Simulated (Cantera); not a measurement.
Charge: 1 mol Al, 0.71 mol I2, 0.4 mol H2, equilibrated at 15.0 Pa.

Equilibrium computed with Cantera from the NASA thermochemical tables; the gas is ideal and each condensed phase is pure. Candidate condensed phases: Al, AlI3, I2; 11 gas species. Equilibrium is a limit: real reactors are often held back by kinetics, nucleation or transport.

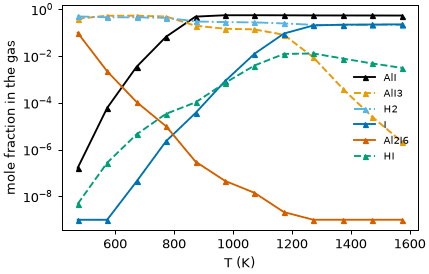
Figure: Equilibrium gas composition (values under 1e-9 drawn at 1e-9)

Read off the mole fractions at 773 K.

AlI3 about 0.49, H2 about 0.44, AlI about 0.068, HI about 3.4e-5, Al2I6 about 1.0e-5, I about 2.3e-6.
